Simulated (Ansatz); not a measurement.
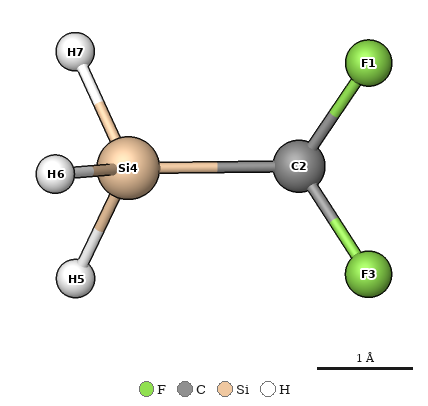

This is the input geometry for a relaxation of CH₃F₂Si (charge −1). A ball-and-stick model, seen face on.

All numbers below come from RKS PBE0-D4/def2-TZVPD (Ansatz).

Input file:
```yaml
crystal:
  periodic: [false, false, false]
  atoms:
    - {symbol: F, position_ang: [1.345450, -1.222390, 1.126030]}
    - {symbol: C, position_ang: [0.339880, -1.095050, 0.110480]}
    - {symbol: F, position_ang: [-0.716370, -1.907640, 0.643930]}
    - {symbol: Si, position_ang: [-0.154090, 0.645530, -0.258270]}
    - {symbol: H, position_ang: [-1.152090, 0.535930, -1.352810]}
    - {symbol: H, position_ang: [-0.723050, 1.765550, 0.563830]}
    - {symbol: H, position_ang: [1.060280, 1.278070, -0.833190]}
basis:
  gaussian: {orbitals: def2-TZVPD}
total_charge: -1
hamiltonian: {xc: pbe0, dispersion: d4}
relax: {f_tol: 0.005, max_steps: 200}
```

Run as
```bash
ansatz run in.yaml --threads 2 --pin off --events-out ev --progress --plain --max-ram 4352MiB
```

> Predict the outcome.

The largest move after the best rigid fit is that of H6, 0.097 Å. Largest moves by element: H 0.097 Å, F 0.049 Å, C 0.046 Å, Si 0.041 Å. Near-neighbour distances that change, for instance: Si4–H6 1.501 → 1.542 Å, C2–Si4 1.847 → 1.876 Å, Si4–H5 1.485 → 1.500 Å, C2–F3 1.435 → 1.422 Å. Bond angles that change, for instance: C2–Si4–H6 134.0° → 129.1°, F1–C2–Si4 114.4° → 111.4°. After 5 accepted moves (6 points after the start) the energy has fallen by 4.08 kJ/mol. Largest force component: 0.78 eV/Å at the start, 0.0016 eV/Å at the end. The line search rejected the trial step at point 3 of the run.

Final geometry:

```xyz
7

F     1.3236   -1.1824    1.1449
C     0.3555   -1.1377    0.1044
F    -0.7293   -1.8681    0.6626
Si   -0.1409    0.6274   -0.2923
H    -1.1579    0.5541   -1.3925
H    -0.7213    1.7084    0.6423
H     1.0703    1.2983   -0.8694
```

After the run, drawn alike:

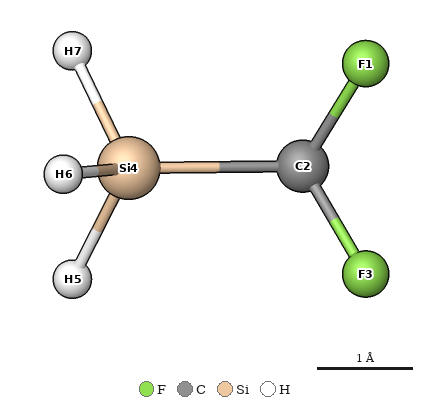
